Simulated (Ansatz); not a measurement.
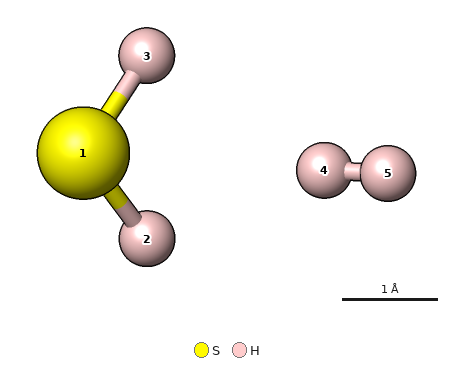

*The input geometry (ball-and-stick view, seen at an oblique angle; atoms are numbered from 1 in the order of the input).*

**Run report: H4S, molecular dynamics (part 1 of 3)**

- system: H4S
- method: RKS PBE0-D4/def2-SVP (Ansatz 0.2.0)

Figures and captions count atoms from 1; the log counts them from 0 in places.

### Input file
```yaml
crystal:
  periodic: [false, false, false]
  atoms:
    - {symbol: S, position_ang: [-0.400118, 0.417089, -1.410238]}
    - {symbol: H, position_ang: [-0.768197, -0.865341, -1.270378]}
    - {symbol: H, position_ang: [0.900880, 0.094407, -1.463804]}
    - {symbol: H, position_ang: [0.050579, 0.251807, 1.715489]}
    - {symbol: H, position_ang: [0.216856, 0.101938, 2.428931]}
basis:
  gaussian: {orbitals: def2-SVP}
hamiltonian: {xc: pbe0, dispersion: d4}
md: {n_steps: 80, timestep: 0.25, temperature: 1500, ensemble: nvt_langevin, seed: 835, friction: 0.01, initial_velocities: maxwell_boltzmann}
```

Launch command:
```bash
ansatz run in.yaml --threads 2 --pin off --events-out ev --progress --plain --max-ram 5222MiB
```

### Output
```
Functional definition: PBE0
  name "PBE0"
  cite "Adamo & Barone, J. Chem. Phys. 110, 6158 (1999) doi:10.1063/1.478522"
  cite "Perdew, Burke & Ernzerhof, Phys. Rev. Lett. 77, 3865 (1996) doi:10.1103/PhysRevLett.77.3865"
  parent pbe
  parameter a = 0.25
  parameter kappa = 0.804
  parameter beta = 0.06672455060314922
  exchange = (1 - a)*pbe_x(kappa = kappa, mu = beta*pi^2/3) + a*exact_x
  correlation = pbe_c(beta = beta)
390 factors; integrals over basis functions are off by at most 2.5e-4 eV
mean field evaluation 1: about -10892.0484 eV, gradient 9.5e0 eV
mean field evaluation 2: about -10892.2056 eV, gradient 6.9e0 eV
mean field evaluation 4: about -10892.3325 eV, gradient 1.5e-1 eV
mean field evaluation 8: about -10892.3304 eV, gradient 7.7e-4 eV
mean field -10892.33044991 eV, -400.2857609474 hartree, gradient 2.8e-5 eV, S^2 0.000000; 0 other end points of the search recorded, 0 dependent functions left out
the calculation of the forces begins
reference -10892.33046902 eV, -400.2857616498 hartree; 10, 10 occupied and 28, 28 virtual orbitals, 390 factors
md step     0: t =     0.00 fs  T =  1200.0 K  F+E_penalty+E_count = -10892.35441850 eV  E_kin = 0.775560 eV  (18 SCF iters)
these checks for a lower state are left out or cut short: starts, cluster_reference, orbital_swaps, neighbouring_geometries, increment
390 factors; integrals over basis functions are off by at most 2.0e-4 eV
mean field evaluation 16: about -10892.2991 eV, gradient 3.4e-5 eV
mean field -10892.29909095 eV, -400.2846085269 hartree, gradient 3.4e-5 eV, S^2 0.000000; 0 other end points of the search recorded, 0 dependent functions left out
the calculation of the forces begins
reference -10892.29911002 eV, -400.2846092278 hartree; 10, 10 occupied and 28, 28 virtual orbitals, 390 factors
md step     1: t =     0.25 fs  T =  1178.7 K  F+E_penalty+E_count = -10892.32299141 eV  E_kin = 0.761770 eV  (21 SCF iters)
[... from here on the SCF iterations and repeated set-up lines of each step are left out, up to the last step ...]
md step     2: t =     0.50 fs  T =  1090.8 K  F+E_penalty+E_count = -10892.26135308 eV  E_kin = 0.704972 eV  (20 SCF iters)
md step     3: t =     0.75 fs  T =   967.8 K  F+E_penalty+E_count = -10892.17928906 eV  E_kin = 0.625463 eV  (20 SCF iters)
md step     4: t =     1.00 fs  T =   910.1 K  F+E_penalty+E_count = -10892.09879104 eV  E_kin = 0.588178 eV  (20 SCF iters)
md step     5: t =     1.25 fs  T =   832.6 K  F+E_penalty+E_count = -10892.03744974 eV  E_kin = 0.538120 eV  (20 SCF iters)
md step     6: t =     1.50 fs  T =   772.3 K  F+E_penalty+E_count = -10892.00984395 eV  E_kin = 0.499116 eV  (21 SCF iters)
md step     7: t =     1.75 fs  T =   788.9 K  F+E_penalty+E_count = -10892.02075624 eV  E_kin = 0.509880 eV  (20 SCF iters)
md step     8: t =     2.00 fs  T =   794.3 K  F+E_penalty+E_count = -10892.06083799 eV  E_kin = 0.513388 eV  (20 SCF iters)
md step     9: t =     2.25 fs  T =   852.6 K  F+E_penalty+E_count = -10892.11372540 eV  E_kin = 0.551063 eV  (20 SCF iters)
md step    10: t =     2.50 fs  T =   967.5 K  F+E_penalty+E_count = -10892.16173586 eV  E_kin = 0.625318 eV  (19 SCF iters)
md step    11: t =     2.75 fs  T =  1018.3 K  F+E_penalty+E_count = -10892.19476124 eV  E_kin = 0.658129 eV  (19 SCF iters)
md step    12: t =     3.00 fs  T =  1037.5 K  F+E_penalty+E_count = -10892.20975503 eV  E_kin = 0.670518 eV  (19 SCF iters)
md step    13: t =     3.25 fs  T =  1090.4 K  F+E_penalty+E_count = -10892.20717388 eV  E_kin = 0.704697 eV  (20 SCF iters)
md step    14: t =     3.50 fs  T =  1057.1 K  F+E_penalty+E_count = -10892.19044019 eV  E_kin = 0.683195 eV  (20 SCF iters)
md step    15: t =     3.75 fs  T =  1002.9 K  F+E_penalty+E_count = -10892.16394030 eV  E_kin = 0.648182 eV  (20 SCF iters)
md step    16: t =     4.00 fs  T =   949.8 K  F+E_penalty+E_count = -10892.13283904 eV  E_kin = 0.613860 eV  (20 SCF iters)
md step    17: t =     4.25 fs  T =   934.1 K  F+E_penalty+E_count = -10892.10135426 eV  E_kin = 0.603724 eV  (20 SCF iters)
md step    18: t =     4.50 fs  T =   838.4 K  F+E_penalty+E_count = -10892.07289452 eV  E_kin = 0.541868 eV  (20 SCF iters)
md step    19: t =     4.75 fs  T =   701.3 K  F+E_penalty+E_count = -10892.04948181 eV  E_kin = 0.453246 eV  (20 SCF iters)
md step    20: t =     5.00 fs  T =   607.0 K  F+E_penalty+E_count = -10892.03190311 eV  E_kin = 0.392291 eV  (20 SCF iters)
md step    21: t =     5.25 fs  T =   593.7 K  F+E_penalty+E_count = -10892.02115365 eV  E_kin = 0.383689 eV  (20 SCF iters)
md step    22: t =     5.50 fs  T =   621.9 K  F+E_penalty+E_count = -10892.01782347 eV  E_kin = 0.401918 eV  (20 SCF iters)
md step    23: t =     5.75 fs  T =   649.5 K  F+E_penalty+E_count = -10892.02381093 eV  E_kin = 0.419761 eV  (21 SCF iters)
md step    24: t =     6.00 fs  T =   644.7 K  F+E_penalty+E_count = -10892.03815001 eV  E_kin = 0.416644 eV  (20 SCF iters)
md step    25: t =     6.25 fs  T =   748.5 K  F+E_penalty+E_count = -10892.05815556 eV  E_kin = 0.483743 eV  (20 SCF iters)
md step    26: t =     6.50 fs  T =   826.7 K  F+E_penalty+E_count = -10892.08298427 eV  E_kin = 0.534266 eV  (21 SCF iters)
md step    27: t =     6.75 fs  T =   817.9 K  F+E_penalty+E_count = -10892.11039212 eV  E_kin = 0.528640 eV  (21 SCF iters)
md step    28: t =     7.00 fs  T =   788.1 K  F+E_penalty+E_count = -10892.13603379 eV  E_kin = 0.509323 eV  (21 SCF iters)
md step    29: t =     7.25 fs  T =   849.6 K  F+E_penalty+E_count = -10892.15852298 eV  E_kin = 0.549067 eV  (21 SCF iters)
md step    30: t =     7.50 fs  T =   870.4 K  F+E_penalty+E_count = -10892.17412897 eV  E_kin = 0.562569 eV  (20 SCF iters)
md step    31: t =     7.75 fs  T =   888.8 K  F+E_penalty+E_count = -10892.17625183 eV  E_kin = 0.574446 eV  (19 SCF iters)
md step    32: t =     8.00 fs  T =   897.6 K  F+E_penalty+E_count = -10892.16198838 eV  E_kin = 0.580099 eV  (21 SCF iters)
md step    33: t =     8.25 fs  T =   799.5 K  F+E_penalty+E_count = -10892.13175985 eV  E_kin = 0.516710 eV  (21 SCF iters)
md step    34: t =     8.50 fs  T =   695.1 K  F+E_penalty+E_count = -10892.09183649 eV  E_kin = 0.449256 eV  (21 SCF iters)
md step    35: t =     8.75 fs  T =   633.7 K  F+E_penalty+E_count = -10892.05058831 eV  E_kin = 0.409536 eV  (20 SCF iters)
md step    36: t =     9.00 fs  T =   590.0 K  F+E_penalty+E_count = -10892.01949594 eV  E_kin = 0.381328 eV  (21 SCF iters)
md step    37: t =     9.25 fs  T =   601.5 K  F+E_penalty+E_count = -10892.00959408 eV  E_kin = 0.388758 eV  (20 SCF iters)
md step    38: t =     9.50 fs  T =   597.5 K  F+E_penalty+E_count = -10892.02037375 eV  E_kin = 0.386188 eV  (20 SCF iters)
md step    39: t =     9.75 fs  T =   617.4 K  F+E_penalty+E_count = -10892.05156308 eV  E_kin = 0.399058 eV  (21 SCF iters)
md step    40: t =    10.00 fs  T =   755.5 K  F+E_penalty+E_count = -10892.10433134 eV  E_kin = 0.488288 eV  (21 SCF iters)
md step    41: t =    10.25 fs  T =   878.2 K  F+E_penalty+E_count = -10892.16948086 eV  E_kin = 0.567603 eV  (21 SCF iters)
md step    42: t =    10.50 fs  T =   938.1 K  F+E_penalty+E_count = -10892.23294830 eV  E_kin = 0.606270 eV  (20 SCF iters)
md step    43: t =    10.75 fs  T =  1040.8 K  F+E_penalty+E_count = -10892.28228052 eV  E_kin = 0.672687 eV  (21 SCF iters)
md step    44: t =    11.00 fs  T =  1073.8 K  F+E_penalty+E_count = -10892.31299042 eV  E_kin = 0.694023 eV  (21 SCF iters)
md step    45: t =    11.25 fs  T =  1122.9 K  F+E_penalty+E_count = -10892.32523761 eV  E_kin = 0.725715 eV  (20 SCF iters)
md step    46: t =    11.50 fs  T =  1087.5 K  F+E_penalty+E_count = -10892.32068545 eV  E_kin = 0.702870 eV  (21 SCF iters)
md step    47: t =    11.75 fs  T =  1109.4 K  F+E_penalty+E_count = -10892.30096757 eV  E_kin = 0.717015 eV  (21 SCF iters)
md step    48: t =    12.00 fs  T =  1007.9 K  F+E_penalty+E_count = -10892.26792920 eV  E_kin = 0.651411 eV  (20 SCF iters)
md step    49: t =    12.25 fs  T =  1023.0 K  F+E_penalty+E_count = -10892.22746226 eV  E_kin = 0.661138 eV  (20 SCF iters)
md step    50: t =    12.50 fs  T =   904.6 K  F+E_penalty+E_count = -10892.18489030 eV  E_kin = 0.584631 eV  (21 SCF iters)
md step    51: t =    12.75 fs  T =   814.8 K  F+E_penalty+E_count = -10892.14527186 eV  E_kin = 0.526632 eV  (20 SCF iters)
md step    52: t =    13.00 fs  T =   797.3 K  F+E_penalty+E_count = -10892.11205525 eV  E_kin = 0.515324 eV  (21 SCF iters)
md step    53: t =    13.25 fs  T =   734.6 K  F+E_penalty+E_count = -10892.08686132 eV  E_kin = 0.474778 eV  (21 SCF iters)
md step    54: t =    13.50 fs  T =   679.9 K  F+E_penalty+E_count = -10892.07048623 eV  E_kin = 0.439423 eV  (21 SCF iters)
md step    55: t =    13.75 fs  T =   741.1 K  F+E_penalty+E_count = -10892.06459183 eV  E_kin = 0.478949 eV  (21 SCF iters)
md step    56: t =    14.00 fs  T =   741.8 K  F+E_penalty+E_count = -10892.07296921 eV  E_kin = 0.479410 eV  (21 SCF iters)
md step    57: t =    14.25 fs  T =   770.5 K  F+E_penalty+E_count = -10892.09309263 eV  E_kin = 0.497963 eV  (21 SCF iters)
md step    58: t =    14.50 fs  T =   844.1 K  F+E_penalty+E_count = -10892.12082946 eV  E_kin = 0.545564 eV  (20 SCF iters)
md step    59: t =    14.75 fs  T =   811.8 K  F+E_penalty+E_count = -10892.15316525 eV  E_kin = 0.524687 eV  (20 SCF iters)
md step    60: t =    15.00 fs  T =   856.4 K  F+E_penalty+E_count = -10892.18892307 eV  E_kin = 0.553464 eV  (20 SCF iters)
md step    61: t =    15.25 fs  T =   939.8 K  F+E_penalty+E_count = -10892.22689924 eV  E_kin = 0.607369 eV  (20 SCF iters)
md step    62: t =    15.50 fs  T =   984.8 K  F+E_penalty+E_count = -10892.26144497 eV  E_kin = 0.636508 eV  (21 SCF iters)
md step    63: t =    15.75 fs  T =  1003.7 K  F+E_penalty+E_count = -10892.28705504 eV  E_kin = 0.648664 eV  (21 SCF iters)
md step    64: t =    16.00 fs  T =  1046.9 K  F+E_penalty+E_count = -10892.29788227 eV  E_kin = 0.676595 eV  (21 SCF iters)
md step    65: t =    16.25 fs  T =  1044.8 K  F+E_penalty+E_count = -10892.29156535 eV  E_kin = 0.675232 eV  (21 SCF iters)
md step    66: t =    16.50 fs  T =  1033.5 K  F+E_penalty+E_count = -10892.26963581 eV  E_kin = 0.667949 eV  (21 SCF iters)
md step    67: t =    16.75 fs  T =   913.3 K  F+E_penalty+E_count = -10892.23559394 eV  E_kin = 0.590293 eV  (21 SCF iters)
md step    68: t =    17.00 fs  T =   793.5 K  F+E_penalty+E_count = -10892.19599926 eV  E_kin = 0.512808 eV  (21 SCF iters)
md step    69: t =    17.25 fs  T =   726.0 K  F+E_penalty+E_count = -10892.16099913 eV  E_kin = 0.469201 eV  (21 SCF iters)
md step    70: t =    17.50 fs  T =   707.6 K  F+E_penalty+E_count = -10892.13922285 eV  E_kin = 0.457354 eV  (21 SCF iters)
md step    71: t =    17.75 fs  T =   673.8 K  F+E_penalty+E_count = -10892.13251944 eV  E_kin = 0.435500 eV  (21 SCF iters)
md step    72: t =    18.00 fs  T =   654.3 K  F+E_penalty+E_count = -10892.13862194 eV  E_kin = 0.422894 eV  (20 SCF iters)
md step    73: t =    18.25 fs  T =   717.2 K  F+E_penalty+E_count = -10892.15238338 eV  E_kin = 0.463502 eV  (21 SCF iters)
md step    74: t =    18.50 fs  T =   783.1 K  F+E_penalty+E_count = -10892.16886570 eV  E_kin = 0.506133 eV  (21 SCF iters)
md step    75: t =    18.75 fs  T =   710.3 K  F+E_penalty+E_count = -10892.18084954 eV  E_kin = 0.459038 eV  (21 SCF iters)
md step    76: t =    19.00 fs  T =   711.8 K  F+E_penalty+E_count = -10892.18343995 eV  E_kin = 0.460034 eV  (21 SCF iters)
md step    77: t =    19.25 fs  T =   683.6 K  F+E_penalty+E_count = -10892.17670122 eV  E_kin = 0.441821 eV  (21 SCF iters)
md step    78: t =    19.50 fs  T =   571.6 K  F+E_penalty+E_count = -10892.16432884 eV  E_kin = 0.369409 eV  (20 SCF iters)
md step    79: t =    19.75 fs  T =   521.3 K  F+E_penalty+E_count = -10892.15004683 eV  E_kin = 0.336928 eV  (21 SCF iters)
these checks for a lower state are left out or cut short: starts, cluster_reference, orbital_swaps, neighbouring_geometries, increment
390 factors; integrals over basis functions are off by at most 3.6e-4 eV
mean field -10892.11214045 eV, -400.2777382228 hartree, gradient 3.2e-5 eV, S^2 0.000000; 0 other end points of the search recorded, 0 dependent functions left out
the calculation of the forces begins
reference -10892.11215811 eV, -400.2777388719 hartree; 10, 10 occupied and 28, 28 virtual orbitals, 390 factors
390 factors; integrals over basis functions are off by at most 3.6e-4 eV
mean field -10892.11214045 eV, -400.2777382228 hartree, gradient 3.2e-5 eV, S^2 0.000000; 1 other end points of the search recorded, 0 dependent functions left out
the calculation of the forces begins
reference -10892.11215811 eV, -400.2777388719 hartree; 10, 10 occupied and 28, 28 virtual orbitals, 390 factors
md step    80: t =    20.00 fs  T =   562.5 K  F+E_penalty+E_count = -10892.13547024 eV  E_kin = 0.363566 eV  (20 SCF iters)
```

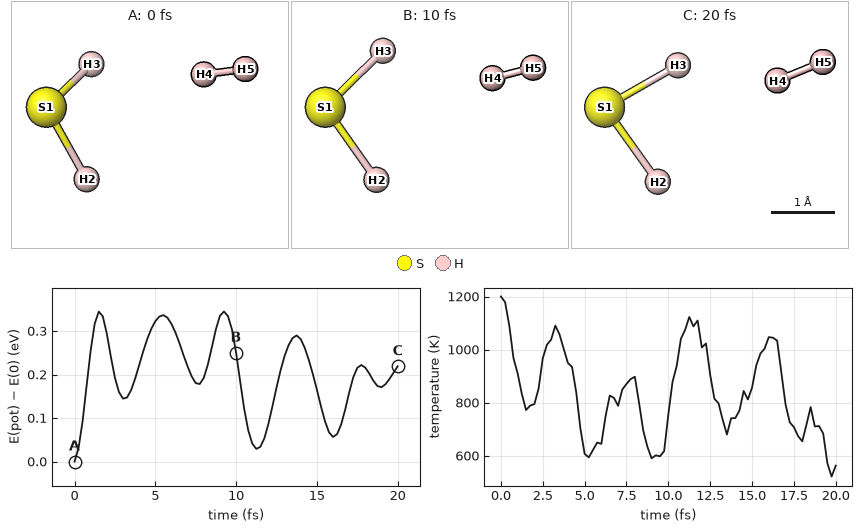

*Frames of the molecular dynamics (ball-and-stick, seen at a tilt) above the curves, on which the letters mark them.*

The trajectory kept here has 81 frames over 20 fs. The temperature starts at 1200 K, ranges from 521 to 1200 K and averages 842 K over the second half. The potential energy ends 0.219 eV above its first value. After an unweighted best fit of the last frame on the first, the root-mean-square displacement is 0.34 Å, and H3 has moved furthest (0.61 Å).

```
Total energy: -10892.13548790 eV, -400.2785962257 hartree
Atom 0 at    -0.388827     0.432052    -1.454935 Å, force    -1.619759    -1.666623     1.228575 eV/Å
Atom 1 at    -1.351288    -0.473748    -0.833745 Å, force     1.152628     1.533390    -1.144077 eV/Å
Atom 2 at     0.510178    -0.240009    -0.716683 Å, force     0.478349     0.119670    -0.054929 eV/Å
Atom 3 at     0.411729     0.139345     1.916898 Å, force     0.641514    -0.431454     0.902701 eV/Å
Atom 4 at     0.835461    -0.156992     2.527066 Å, force    -0.652732     0.445017    -0.932270 eV/Å
Dipole moment:     0.004357    -0.208608     0.160360 e Å
```

### Trajectory as extended XYZ (Å, eV, eV/Å), 78 of the 81 frames kept, from step=0 to step=80
```
5
Properties=species:S:1:pos:R:3:forces:R:3 step=0 time_fs=0.0 energy=-10892.35442 temperature=1200.0
S    -0.4001    0.4171   -1.4102   -0.1487   0.2571  -0.0010
H    -0.7682   -0.8653   -1.2704   -0.0517  -0.2003   0.0258
H     0.9009    0.0944   -1.4638    0.2020  -0.0552  -0.0034
H     0.0506    0.2518    1.7155   -0.1193   0.1035  -0.5321
H     0.2169    0.1019    2.4289    0.1178  -0.1051   0.5106
5
Properties=species:S:1:pos:R:3:forces:R:3 step=1 time_fs=0.2 energy=-10892.32299 temperature=1178.7
S    -0.3998    0.4167   -1.4109   -0.1308   0.6454  -0.0441
H    -0.7796   -0.8485   -1.2621   -0.1198  -0.5403   0.0652
H     0.8987    0.0933   -1.4613    0.2516  -0.1033  -0.0011
H     0.0533    0.2504    1.7327   -0.3576   0.3242  -1.5049
H     0.2193    0.0981    2.4198    0.3566  -0.3260   1.4849
5
Properties=species:S:1:pos:R:3:forces:R:3 step=2 time_fs=0.5 energy=-10892.26135 temperature=1090.8
S    -0.3994    0.4162   -1.4117   -0.1116   1.0376  -0.0934
H    -0.7911   -0.8321   -1.2545   -0.1956  -0.8813   0.1103
H     0.8964    0.0922   -1.4588    0.3078  -0.1543   0.0019
H     0.0552    0.2495    1.7492   -0.6464   0.5977  -2.5997
H     0.2215    0.0948    2.4103    0.6458  -0.5997   2.5810
5
Properties=species:S:1:pos:R:3:forces:R:3 step=3 time_fs=0.8 energy=-10892.17929 temperature=967.8
S    -0.3990    0.4157   -1.4125   -0.0919   1.4423  -0.1502
H    -0.8023   -0.8157   -1.2467   -0.2860  -1.2333   0.1630
H     0.8935    0.0905   -1.4560    0.3781  -0.2067   0.0051
H     0.0562    0.2490    1.7637   -0.9498   0.8897  -3.6554
H     0.2237    0.0916    2.4022    0.9496  -0.8919   3.6375
5
Properties=species:S:1:pos:R:3:forces:R:3 step=4 time_fs=1.0 energy=-10892.09879 temperature=910.1
S    -0.3987    0.4154   -1.4133   -0.0417   1.8566  -0.2162
H    -0.8138   -0.7990   -1.2391   -0.3918  -1.5989   0.2241
H     0.8908    0.0877   -1.4526    0.4334  -0.2552   0.0097
H     0.0567    0.2495    1.7758   -1.2086   1.1505  -4.4589
H     0.2267    0.0873    2.3973    1.2087  -1.1529   4.4413
5
Properties=species:S:1:pos:R:3:forces:R:3 step=5 time_fs=1.2 energy=-10892.03745 temperature=832.6
S    -0.3984    0.4151   -1.4141    0.0322   2.2478  -0.2864
H    -0.8264   -0.7827   -1.2322   -0.4996  -1.9445   0.2878
H     0.8887    0.0846   -1.4485    0.4671  -0.3007   0.0163
H     0.0562    0.2506    1.7851   -1.3968   1.3449  -4.9151
H     0.2311    0.0818    2.3951    1.3971  -1.3475   4.8973
```
